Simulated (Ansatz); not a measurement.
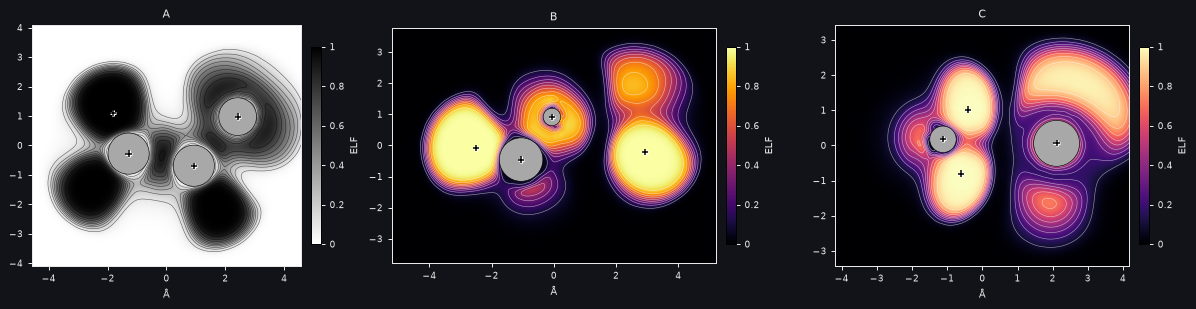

The electron localisation function of 3 systems, each on a plane through atoms (crosses mark nuclei in the plane; grey discs cover the cores).

Level of theory: Ansatz 0.2.0, RKS B3LYP-D4/def2-SVP.

System 1: H₂Sn···CH₄, the plane of atoms H3, C2 and H6. Core potentials replace the inner electrons of Sn.

```yaml
atoms:
  - { symbol: Sn, position_ang: [-0.0024, -0.0505, -0.9924] }
  - { symbol: C, position_ang: [1.5468, 0.0266, 1.8492] }
  - { symbol: H, position_ang: [0.4626, -0.1618, 1.8214] }
  - { symbol: H, position_ang: [2.0410, -0.8091, 2.3639] }
  - { symbol: H, position_ang: [1.7317, 0.9702, 2.3802] }
  - { symbol: H, position_ang: [1.9797, 0.1081, 0.8360] }
  - { symbol: H, position_ang: [-0.9454, 1.2289, -0.1686] }
  - { symbol: H, position_ang: [-0.9556, -1.3123, -0.1513] }
```

System 2: H₂Si···H₄OSi, the plane of atoms O2, Si3 and H5. Not at a stationary point (largest force 1.2 eV/Å).

```
atom    x (Å)    y (Å)    z (Å)
  Si   0.0651   0.1898  -1.1607
   O   0.9169   0.1474   1.5662
  Si  -0.1519  -0.4337   2.7388
   H  -1.0254  -1.5002   2.1744
   H   0.5870  -1.0011   3.9051
   H  -0.9491   0.7435   3.1576
   H   1.4542  -0.4727   1.0225
   H  -0.9422   1.2680  -0.7705
   H  -0.9131  -0.9218  -0.7572
```

System 3: BrH₃SSi₂, the plane of atoms Si2, Si3 and H6. 

```xyz
7

Br   -2.6701    1.0268   -0.2511
Si   -0.6123    0.3435   -0.7994
Si    0.8944   -0.2116    0.7843
S    -0.1386   -1.7290   -0.4205
H    -0.3077    0.8355   -2.1636
H     0.5306   -0.1949    2.2246
H     2.3652   -0.1383    0.5800
```

**Which map belongs to which system?**

Panel A is system 3, BrH₃SSi₂: the plane holds Br, Si and H. Si–Br (2.24 Å): the ELF peaks at about 0.85 between the atoms: a shared but strongly polarised pair. Panel B is system 2, H₂Si···H₄OSi: the plane holds O, Si and H. Si–O (1.69 Å): the ELF peaks at about 0.90 between the atoms (a polar covalent bond). Panel C is system 1, H₂Sn···CH₄: the plane holds Sn, C and H. Sn1···H6 (2.70 Å): the ELF dips to about 0.05 between them.
